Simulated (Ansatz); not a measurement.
# C$_{2}$H$_{9}$GeO$_{2}$ (SMILES [CH3][Ge]([CH3])([OH])[OH2+]) (charge +1): what the fields show

```xyz
14

C    -1.4624   -1.8789    2.9060
C    -1.4715    1.2765    1.6387
Ge   -1.4526   -0.6286    1.4639
O    -2.2022   -1.3185    0.0454
O     0.3978   -0.9455    0.6631
H    -1.3800   -2.9013    2.5116
H    -0.6521   -1.6761    3.6209
H    -2.4212   -1.7864    3.4394
H    -0.7289    1.5948    2.3847
H    -1.2512    1.7551    0.6744
H    -2.4672    1.5962    1.9826
H    -2.6339   -0.7213   -0.5787
H     0.3469   -1.4730   -0.1530
H     1.1893   -1.2075    1.1591
```

Geometry: PBE0-D3(BJ)/def2-SVP.

Method: Ansatz, isolated molecule in a Gaussian basis; Kohn-Sham density functional theory, functional PBE0.

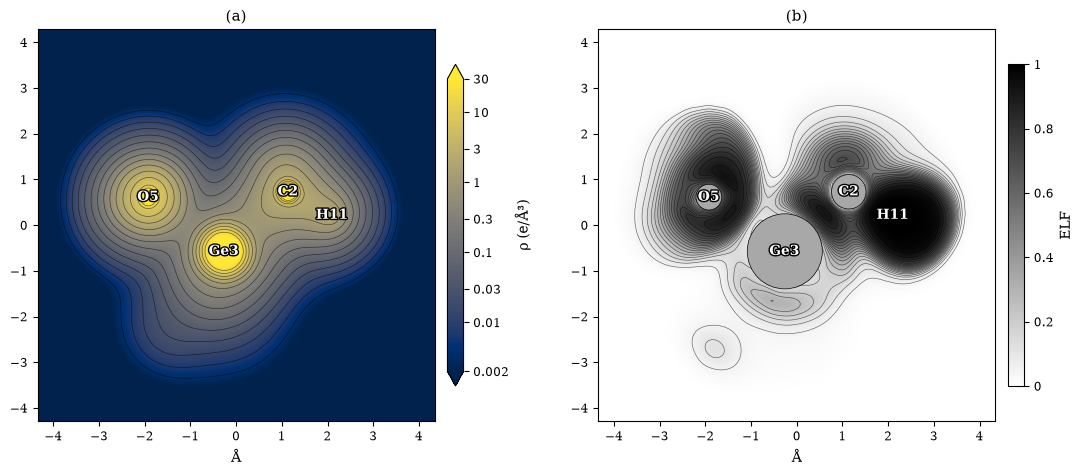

Figure 1. (a) electron density; (b) ELF on the plane of atoms C2, Ge3 and O5. Grey discs cover the atomic cores in the ELF map.

> Interpret the plot.

The section cuts through C, Ge, O and H sites.
C–Ge (1.91 Å): the density is about 0.96 e/Å³ at the midpoint; the ELF peaks at about 0.90 in the valence shell of C, 0.7 Å from its nucleus, and is about 0.70 at the midpoint.
C–H (1.10 Å): ρ is about 1.9 e/Å³ halfway; the ELF climbs to about 1 towards the hydrogen, as it does in any bond to H (an ordinary covalent bond to hydrogen).
The ELF also peaks beside O5, away from the bonds: lone-pair regions.

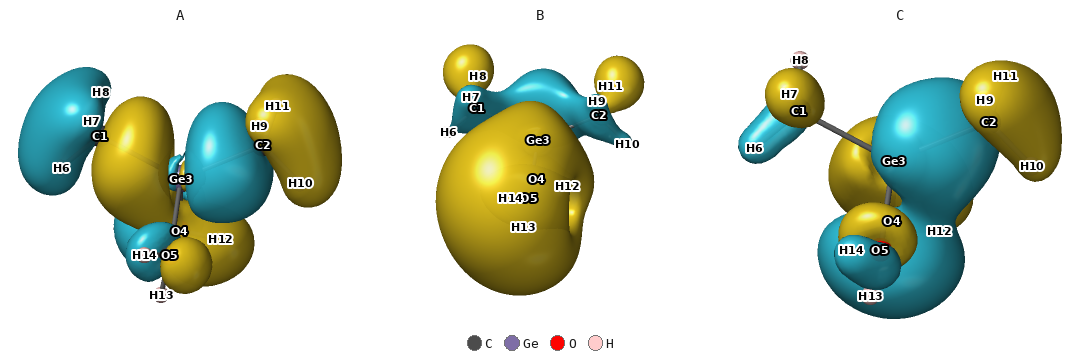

Figure 2. Three frontier orbitals at ±0.06 Å⁻³ᐟ² (yellow and cyan are the two phases), in no order.

> Order the three orbitals by energy and name them.

C is the HOMO−1 (−14.24 eV). It lies mainly on O4 (about 70 %), Ge3 (about 10 %) and C2 (about 10 %); largely a lone pair of O4. A is the HOMO (−13.67 eV). It lies mainly on O4 (about 25 %), C2 (about 20 %), Ge3 (about 20 %) and C1 (about 20 %). B is the LUMO (−5.04 eV). By Hirshfeld shares it lies mainly on Ge3 (about 25 %), H14 (about 25 %), H13 (about 15 %) and O5 (about 15 %).

> What is the HOMO–LUMO gap?

8.63 eV between the orbital energies.

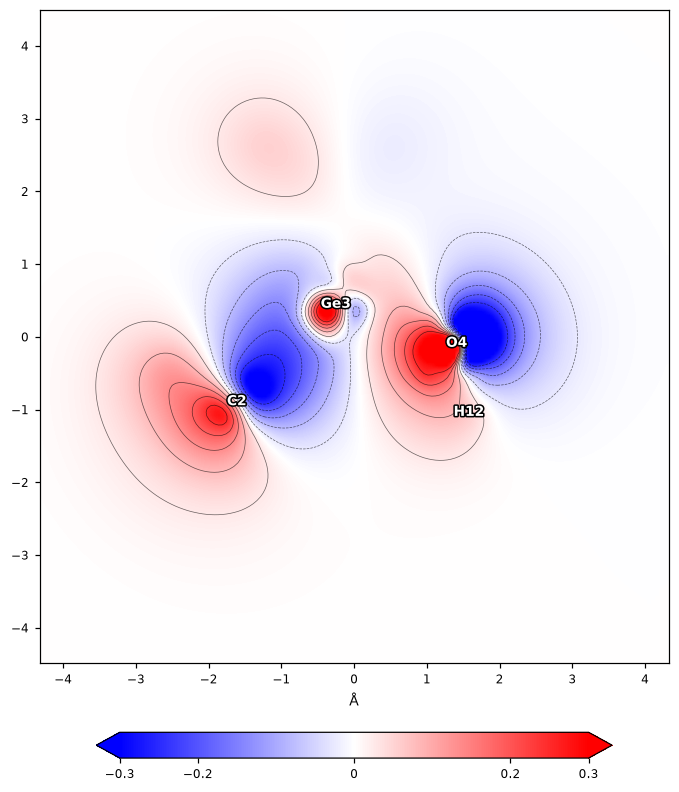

Figure 3. The HOMO−1 on the plane of atoms Ge3, O4 and H12 (values in Å⁻³ᐟ²; the overall sign is arbitrary).

> What is the character of this orbital?

It lies mainly on O4 (about 70 %), Ge3 (about 10 %) and C2 (about 10 %); largely a lone pair of O4. Its energy is −14.24 eV.
